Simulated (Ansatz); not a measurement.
**C₂H₃FS: ionisation energy by level of theory**

Aim: the vertical ionisation energy of C₂H₃FS, as cation minus neutral at the neutral's geometry, on several levels, and how well −ε(HOMO) stands in for it.

Computed with Ansatz 0.2.0, Gaussian basis. Level: unrestricted cation, the program's frozen cores in correlated methods.

Levels to be run: UKS PBE-D4/def2-TZVPP; UKS r2SCAN-D4/def2-TZVPP; UKS PBE0-D4/def2-TZVPP; UKS B3LYP-D4/def2-TZVPP; UKS wB97X-V/def2-TZVPP; UKS wB97M-V/def2-TZVPP; UKS B2PLYP/def2-TZVPP; UHF-CCSD(T)/def2-TZVPP; UHF-MP2/def2-QZVPP; extrapolation to the limit; then −ε(HOMO) from the neutral's earlier runs with LDA (SPW92), PBE-D4, revPBE-D4, BLYP-D4, r2SCAN-D4, B97M-V, PBE0-D4, B3LYP-D4, r2SCANh-D4, r2SCAN0-D4, HSE06-D4, BHLYP-D4, CAM-B3LYP-D4, LC-ωPBE, ωB97X-V, ωB97M-V.

## (1) Structure used throughout

All runs share one geometry, relaxed beforehand with PBE0-D4 in a triple-zeta def2 set.

SMILES `C=C(F)S`, 7 atoms, charge 0, spin multiplicity 1.

Atoms are counted from 1 here; the program's logs count them from 0.

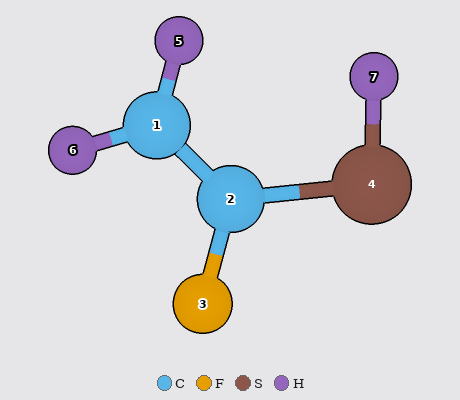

The structure; carbon blue, fluorine amber, sulfur brown, hydrogen purple; atoms are numbered from 1 in the order of the file.

Geometry (Å):

```xyz
7
C2H3FS
C    -0.5209    0.6332    0.4570
C     0.3235   -0.3694    0.2858
F     0.8795   -0.9830    1.3354
S     0.9087   -1.1183   -1.1876
H    -0.9732    1.1331   -0.3859
H    -0.7642    0.9599    1.4590
H     0.2079   -0.3234   -2.0093
```

## (2) Cation, UKS PBE-D4/def2-TZVPP

in.yaml

```yaml
crystal:
  periodic: [false, false, false]
  atoms:
    - {symbol: C, position_ang: [-0.520885, 0.633247, 0.457037]}
    - {symbol: C, position_ang: [0.323528, -0.369367, 0.285774]}
    - {symbol: F, position_ang: [0.879519, -0.983006, 1.335402]}
    - {symbol: S, position_ang: [0.908719, -1.118309, -1.187625]}
    - {symbol: H, position_ang: [-0.973238, 1.133068, -0.385918]}
    - {symbol: H, position_ang: [-0.764195, 0.959915, 1.458983]}
    - {symbol: H, position_ang: [0.207853, -0.323446, -2.009252]}
basis:
  gaussian: {orbitals: def2-TZVPP}
total_charge: 1
magnetization: {spin_polarized: true, initial_magnetization: 1}
hamiltonian: {xc: pbe, dispersion: d4}
```

Command:

```
ansatz run in.yaml --threads 2 --pin off --events-out ev --progress --plain --max-ram 4352MiB
```

Further steps of the session: Cation, UKS r2SCAN-D4/def2-TZVPP; Cation, UKS PBE0-D4/def2-TZVPP; Cation, UKS B3LYP-D4/def2-TZVPP; Cation, UKS wB97X-V/def2-TZVPP; Cation, UKS wB97M-V/def2-TZVPP; Cation, UKS B2PLYP (frozen core)/def2-TZVPP; Cation, UHF-CCSD(T)/def2-TZVPP; Cation, UHF-MP2/def2-QZVPP.

Before running them: what should the planned runs give, taken together? Wanted: ionisation energy, CCSD(T)/CBS; nearest functional by difference; nearest −ε(HOMO); −ε(HOMO) of PBE; T1 of the cation.

The runs gave:

| quantity | value |
| --- | --- |
| ionisation energy, CCSD(T)/CBS | 9.40 eV |
| nearest functional by difference | ωB97X-V (-0.22 eV) |
| nearest −ε(HOMO) | LC-ωPBE (+0.12 eV) |
| −ε(HOMO) of PBE | 5.70 eV |
| T1 of the cation | 0.022 |

**Reading.** By cation minus neutral, the functionals miss by 0.46 eV at most. The PBE orbital energy is 3.7 eV too small: a semilocal HOMO is no ionisation energy. Among orbital estimates LC-ωPBE comes nearest. Hartree-Fock falls 1.18 eV short, as the neutral has more correlation energy than the cation. The cation may have settled in a state other than its lowest; no search over hole states beyond the program's own was made.
